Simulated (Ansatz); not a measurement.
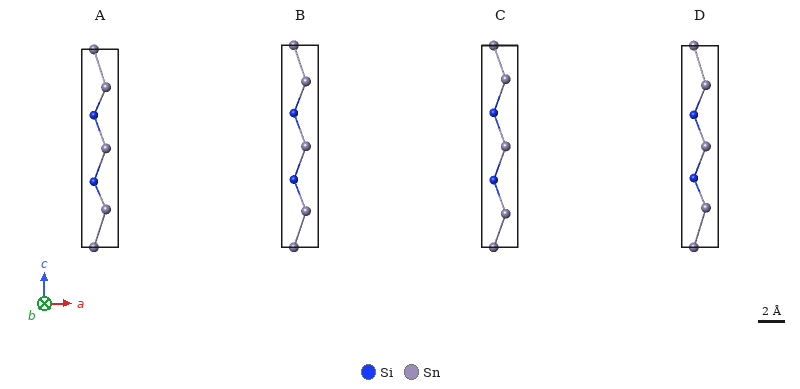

4 geometries from one relaxation of a crystal of SiSn₂ (a generated structure, set up in P-6m2) (coarse preliminary run), in shuffled order. A ball-and-stick model of the cell of the calculation, seen along the b axis.

Computed with DFT PBE, scalar-relativistic, plane waves, PAW in Ansatz. Settings: plane-wave cutoff 420 eV; k-point mesh 6 × 6 × 1; occupations gaussian; smearing width 0.1 eV; no spin polarisation; cell and atoms relaxed; force threshold 0.04 eV/Å; at most 70 steps.

Q: Order the frames from highest to lowest energy.

A: C, B, A, D. They are steps 0, 1, 2, 6, at +88.1 meV per atom, +29.8 meV per atom, +13.8 meV per atom relative to the last. Over 5 accepted moves (6 points after the start) the energy falls by 88.1 meV per atom. Largest force component: 0.98 eV/Å at the start, 0.019 eV/Å at the end. The pressure goes from 1.95 to −0.07 GPa. The SCF was repeated once at an unchanged geometry on a basis and grid sized afresh for the cell, which shifted the energy by 0.1 meV per atom at most. The largest moves relative to the cell, 0.46 Å, are those of Sn atoms. Largest moves by element: Sn 0.46 Å, Si 0.16 Å. The volume changes by +2.4 %, with a = b 3.235 → 3.274 Å (+1.2 %), c 15.741 → 15.736 Å (0.0 %). Some distances before and after: Sn–Sn 3.220 → 3.620 Å, Si–Sn 3.220 → 2.991 Å, Si–Sn 3.220 → 3.105 Å, Sn–Sn 3.235 → 3.274 Å. The space group stays P-6m2 (No. 187). Cost: 52 s on 1 thread of Intel(R) Xeon(R) Processor @ 2.50GHz (Skylake/Cascade Lake), with other jobs on the host, peak memory 0.39 GiB.
